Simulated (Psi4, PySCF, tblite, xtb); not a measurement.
Approach curve of the dimer HF ··· H4Ge (SMILES F and [GeH4]). Monomers: optimised at B3LYP-D3(BJ) (def2-TZVP), held rigid. Orientation: a random orientation, not optimised. The monomers approach along the line of their centres of mass (distance R); nothing else relaxes.

Geometry at R = 3.61 Å (first 2 atoms: monomer A):
```
7

F      0.4622     0.0000     0.0000
H     -0.4622     0.0000     0.0000
Ge     3.7623    -0.4940    -1.2655
H      3.3459    -0.0263     0.1369
H      5.1426     0.0850    -1.6094
H      3.8289    -2.0282    -1.2947
H      2.7317    -0.0067    -2.2947
```

Levels of theory: RHF/STO-3G = restricted Hartree-Fock/STO-3G, no counterpoise correction run with PySCF 2.14.0; GFN1-xTB (xtb); GFN2-xTB (tblite); HF/aug-cc-pVTZ, counterpoise-corrected (Psi4); revPBE-D3(BJ)/def2-TZVP, counterpoise-corrected (Psi4).

Interaction energies in kJ/mol (negative: bound); R is the distance of the centres of mass, d the F1···H4 distance.

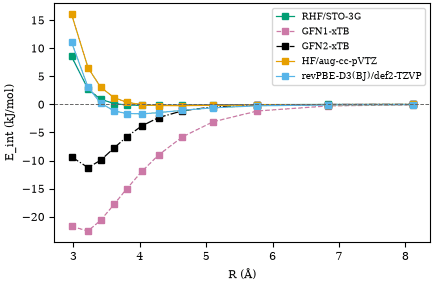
Interaction energy against separation.

| R / Å | d / Å | RHF/STO-3G | GFN1-xTB | GFN2-xTB | HF/aug-cc-pVTZ | revPBE-D3(BJ)/def2-TZVP |
|---|---|---|---|---|---|---|
| 2.97 | 2.32 | 8.54 | -21.74 | -9.34 | 16.07 | 11.09 |
| 3.22 | 2.54 | 2.68 | -22.53 | -11.26 | 6.49 | 3.01 |
| 3.41 | 2.71 | 0.91 | -20.62 | -9.93 | 3.04 | 0.21 |
| 3.61 | 2.89 | 0.15 | -17.82 | -7.78 | 1.22 | -1.15 |
| 3.80 | 3.06 | -0.11 | -15.05 | -5.77 | 0.38 | -1.63 |
| 4.03 | 3.27 | -0.18 | -11.93 | -3.83 | -0.06 | -1.69 |
| 4.28 | 3.51 | -0.16 | -9.02 | -2.36 | -0.21 | -1.48 |
| 4.64 | 3.85 | -0.12 | -5.79 | -1.14 | -0.22 | -1.05 |
| 5.10 | 4.29 | -0.07 | -3.10 | -0.45 | -0.16 | -0.61 |
| 5.77 | 4.93 | -0.04 | -1.18 | -0.13 | -0.09 | -0.26 |
| 6.84 | 5.98 | -0.02 | -0.27 | -0.03 | -0.04 | -0.08 |
| 8.11 | 7.23 | -0.01 | -0.07 | -0.01 | -0.02 | -0.03 |

Lowest grid point: RHF/STO-3G -0.18 kJ/mol at R = 4.03 Å; GFN1-xTB -22.53 kJ/mol at R = 3.22 Å; GFN2-xTB -11.26 kJ/mol at R = 3.22 Å; HF/aug-cc-pVTZ -0.22 kJ/mol at R = 4.64 Å; revPBE-D3(BJ)/def2-TZVP -1.69 kJ/mol at R = 4.03 Å.
